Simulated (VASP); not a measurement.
Energy against volume of Li2Se (antifluorite). Calculation: vdW-DF2, VASP's PBE PAW potentials (set 64) (plane waves; VASP).

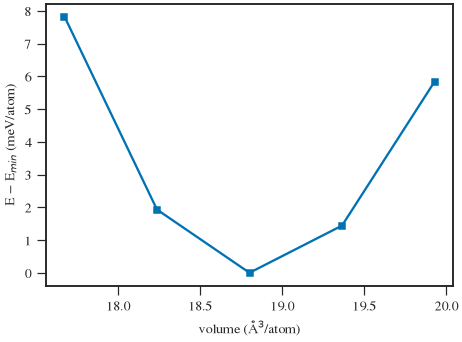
Figure: Energy against volume

**Question.** Estimate the equilibrium volume and the bulk modulus.

**Answer.** The minimum lies near 18.8 Å³/atom, and the curvature gives B0 of about 32 GPa.

Measured: a 6.002 Å (computed value off by +1.5 %), as given by Syrotyuk et al., Condensed Matter Physics (2015), arXiv:1510.06546. The calculation is for a static lattice, while the measured a holds thermal and zero-point effects, which are part of the difference.

The compound is Li2Se in the antifluorite structure. It was relaxed first.
